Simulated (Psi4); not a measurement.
# SnCl2F2 (SMILES [F][Sn]([F])([Cl])[Cl]): revPBE/def2-SVP (core potential)

Aim: the energy change on altering one bond length of SnCl2F2 at revPBE/def2-SVP (core potential), from 2 runs. 

The results are computed with Psi4 1.11.

5 further runs of the same task are left out: 5 that didn't finish.

## (1) The system as given

SnCl2F2: 5 atoms, total charge 0, spin state singlet. As SMILES, `[F][Sn]([F])([Cl])[Cl]`. Geometry: relaxed at PBE0-D4/def2-TZVP.

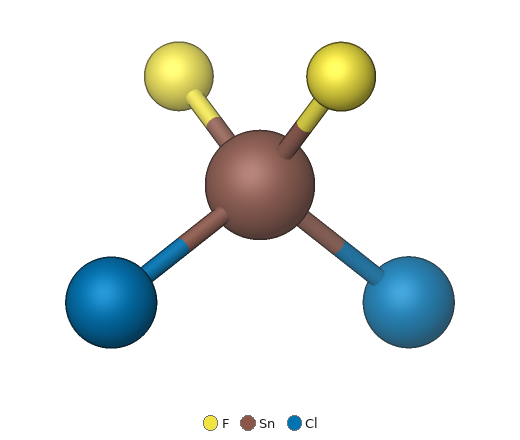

Viewed from a chosen angle; fluorine yellow, tin brown, chlorine blue.

## (2) A single-point energy at revPBE/def2-SVP (core potential)

cl2f2sn.py reads:

```python
import psi4

psi4.set_memory(2200000000)
psi4.set_num_threads(1)
psi4.set_output_file('psi4.out', False)

molecule = psi4.geometry("""
F
Sn 1 1.886624
F 2 1.886759 1 105.4882
Cl 2 2.270578 1 109.25108 3 117.3294
Cl 2 2.270534 1 109.25158 3 -117.33035
units angstrom
symmetry c1
no_reorient
no_com
""")

psi4.set_options({
    'basis': 'def2-SVP',
    'puream': True,
    'e_convergence': 1e-09,
    'd_convergence': 1e-08,
    'scf_type': 'pk',
    'dft_radial_points': 99,
    'dft_spherical_points': 590,
})

e, wfn = psi4.energy("revpbe", molecule=molecule, return_wfn=True)
psi4.oeprop(wfn, "WIBERG_LOWDIN_INDICES", "LOWDIN_CHARGES", "MULLIKEN_CHARGES", title="REVPBE")
print(f'total energy {e:.8f} hartree = {e * 27.211386:.5f} eV')
for k, v in sorted(psi4.core.scalar_variables().items()):
    print(f'{k:45s} {v:18.10f}')
```

Command:

```console
$ python cl2f2sn.py
```

psi4.out:

```text
[...]
    !!!  WARNING: ECP capability is in beta. Please check occupations closely.  !!!
[...]
  Running in c1 symmetry.
[...]
  Nuclear repulsion =  435.160619781104344
[...]
  Multiplicity = 1
[...]
  Nalpha       = 37
  Nbeta        = 37
[...]
    Number of basis functions: 90
[...]
   @RKS iter   1: -1333.70313393475772   -1.17222e+00   7.31915e-03 DIIS/ADIIS
[...]
   @RKS iter  12: -1333.86498943263041   -1.36424e-12   6.62905e-09 DIIS
[...]
    Orbital Energies [Eh]
    ---------------------
    Doubly Occupied:
       1A   -100.689533     2A   -100.689502     3A    -24.269969
       4A    -24.269940     5A     -9.212873     6A     -9.212851
       7A     -7.036893     8A     -7.036883     9A     -7.027555
      10A     -7.027543    11A     -7.027534    12A     -7.027527
      13A     -4.990080    14A     -3.372594    15A     -3.371352
      16A     -3.370648    17A     -1.093343    18A     -1.080175
      19A     -1.041259    20A     -1.033427    21A     -1.032921
      22A     -1.006824    23A     -0.977420    24A     -0.779530
      25A     -0.765177    26A     -0.503835    27A     -0.401874
      28A     -0.399177    29A     -0.397395    30A     -0.350986
      31A     -0.348535    32A     -0.345500    33A     -0.343414
      34A     -0.322504    35A     -0.319379    36A     -0.314001
[...]
  @RKS Final Energy: -1333.86498943263041
   => Energetics <=
    Nuclear Repulsion Energy =            435.1606197811043444
    One-Electron Energy =               -2792.6650380404753378
    Two-Electron Energy =                1119.0588632428666642
    DFT Exchange-Correlation Energy =     -95.4194344161260801
    Empirical Dispersion Energy =           0.0000000000000000
    VV10 Nonlocal Energy =                  0.0000000000000000
    Total Energy =                      -1333.8649894326304093
[...]
 Multipole Moments:
 ------------------------------------------------------------------------------------
     Multipole            Electronic (a.u.)      Nuclear  (a.u.)        Total (a.u.)
 ------------------------------------------------------------------------------------
 L = 1.  Multiply by 2.5417464519 to convert [e a0] to [Debye]
 Dipole X            :         -0.0007002            0.0006293           -0.0000709
 Dipole Y            :        -10.8742834           11.2650188            0.3907354
 Dipole Z            :         -8.2740343            8.5709369            0.2969026
 Magnitude           :                                                    0.4907395
[...]
  Mulliken Charges: (a.u.)
   Center  Symbol    Alpha    Beta     Spin     Total
       1     F     4.67378  4.67378  0.00000 -0.34756
       2    SN    10.47221 10.47221  0.00000  1.05559
       3     F     4.67379  4.67379  0.00000 -0.34757
       4    CL     8.59012  8.59012  0.00000 -0.18024
       5    CL     8.59011  8.59011  0.00000 -0.18022
   Total alpha = 37.00000, Total beta = 37.00000, Total charge =  0.00000
  Lowdin Charges: (a.u.)
   Center  Symbol    Alpha    Beta     Spin     Total
       1     F     4.62187  4.62187  0.00000 -0.24374
[...]
```

On the terminal:

```text
total energy -1333.86498943 hartree = -36296.31510 eV
CURRENT ENERGY                                  -1333.8649894326
CURRENT REFERENCE ENERGY                        -1333.8649894326
DD SOLVATION ENERGY                                 0.0000000000
DFT FUNCTIONAL TOTAL ENERGY                     -1333.8649894326
DFT TOTAL ENERGY                                -1333.8649894326
DFT VV10 ENERGY                                     0.0000000000
DFT XC ENERGY                                     -95.4194344161
GRID ELECTRONS ALPHA                               37.0000086226
GRID ELECTRONS BETA                                37.0000086226
GRID ELECTRONS TOTAL                               74.0000172451
NUCLEAR REPULSION ENERGY                          435.1606197811
ONE-ELECTRON ENERGY                             -2792.6650380405
PCM POLARIZATION ENERGY                             0.0000000000
PE ENERGY                                           0.0000000000
SCF ITERATION ENERGY                            -1333.8649894326
SCF ITERATIONS                                     12.0000000000
SCF TOTAL ENERGY                                -1333.8649894326
TWO-ELECTRON ENERGY                              1119.0588632429
XC GRID RADIAL POINTS                              99.0000000000
XC GRID SPHERICAL POINTS                          590.0000000000
XC GRID TOTAL POINTS                           275603.0000000000
```

It took 8.1 s on 1 thread of Intel Xeon 6975P-C (Granite Rapids), shared host; peak memory 0.82 GiB.

## (3) The distorted shape

job.dat reads:

```
memory 2200 mb

molecule system {
  0 1
  F      2.56890692     0.54160874     5.11428108
  Sn     2.88562502     1.07432253     1.60335892
  F      5.67750640    -0.89779565     0.58914291
  Cl    -3.47274970    -1.49855282    -1.94641791
  Cl     3.73864739     5.21527939     0.87203491
  units bohr
  symmetry c1
  no_reorient
  no_com
}

set puream true
set e_convergence 1e-09
set d_convergence 1e-06
set scf_type pk
set dft_radial_points 99
set dft_spherical_points 590
set level_shift 0.3
set level_shift_cutoff 1e-09
set maxiter 150

e, wfn = energy('revpbe/def2-SVP', return_wfn=True)
oeprop(wfn, 'QUADRUPOLE', 'MULLIKEN_CHARGES', 'LOWDIN_CHARGES', title='REVPBE')
print_variables()
```

Command:

```console
$ psi4 -n 1 job.dat job.out
```

job.out (excerpt; [...] marks lines left out):

```text
[...]
  Running in c1 symmetry.
[...]
  Nuclear repulsion =  368.963089853878898
[...]
  Multiplicity = 1
[...]
  Nalpha       = 37
  Nbeta        = 37
[...]
    Number of basis functions: 90
[...]
   @RKS iter   1: -1333.53549923117248   -1.33128e+00   7.83832e-03 DIIS/ADIIS/SHIFT
[...]
   @RKS iter 118: -1333.74788164788060   -7.75572e-10   9.94057e-07 DIIS/SHIFT
[...]
  @RKS Final Energy: -1333.74788164788060
   => Energetics <=
    Nuclear Repulsion Energy =            368.9630898538788983
    One-Electron Energy =               -2660.3293289834837196
    Two-Electron Energy =                1052.9248234305293863
    DFT Exchange-Correlation Energy =     -95.3064659488053394
    Empirical Dispersion Energy =           0.0000000000000000
    VV10 Nonlocal Energy =                  0.0000000000000000
    Total Energy =                      -1333.7478816478806039
[...]
 Multipole Moments:
 ------------------------------------------------------------------------------------
     Multipole            Electronic (a.u.)      Nuclear  (a.u.)        Total (a.u.)
 ------------------------------------------------------------------------------------
 L = 1.  Multiply by 2.5417464519 to convert [e a0] to [Debye]
 Dipole X            :       -141.3693275          142.2217310            0.8524036
 Dipole Y            :        -82.8217127           83.6137652            0.7920525
 Dipole Z            :        -68.0064235           68.3402011            0.3337777
 Magnitude           :                                                    1.2105150
 L = 2.  Multiply by 1.3450342976 to convert [e a0^2] to [Debye ang]
 Quadrupole XX       :      -1021.8712196          975.3276252          -46.5435945
 Quadrupole XY       :       -453.4043796          454.7861625            1.3817829
[...]
  Mulliken Charges: (a.u.)
   Center  Symbol    Alpha    Beta     Spin     Total
       1     F     4.66185  4.66185  0.00000 -0.32369
       2    SN    10.49379 10.49379  0.00000  1.01242
       3     F     4.66185  4.66185  0.00000 -0.32370
       4    CL     8.61441  8.61441  0.00000 -0.22883
       5    CL     8.56810  8.56810  0.00000 -0.13620
   Total alpha = 37.00000, Total beta = 37.00000, Total charge = -0.00000
  Lowdin Charges: (a.u.)
   Center  Symbol    Alpha    Beta     Spin     Total
       1     F     4.60981  4.60981  0.00000 -0.21962
[...]
```

It took 44 s on 1 thread of Intel Xeon 6975P-C (Granite Rapids), shared host; peak memory 0.77 GiB.

## (4) Results

Level: revPBE/def2-SVP (core potential).

| quantity | value |
| --- | --- |
| first shape: total energy | -1333.86499 Eh |
| first shape: dipole moment | 1.25 D |
| first shape: HOMO energy | -8.47 eV |
| first shape: LUMO energy | -3.91 eV |
| first shape: HOMO–LUMO gap | 4.56 eV |
| distorted shape: total energy | -1333.74788 Eh |
| distorted shape: dipole moment | 3.08 D |
| distorted shape: HOMO energy | -6.50 eV |
| energy change with the Sn2–Cl4 bond stretched from 2.271 to 4.087 Å | 3.187 eV |

What this shows: One bond (distorted shape) is far stretched, which a spin-restricted single reference describes badly; a broken-symmetry solution may lie lower. With the Sn2–Cl4 bond stretched from 2.271 to 4.087 Å the energy rises by 3.19 eV (307 kJ/mol). The first shape isn't relaxed at this level, so the change isn't measured from a minimum. A restricted reference can't describe the breaking bond well at this length.
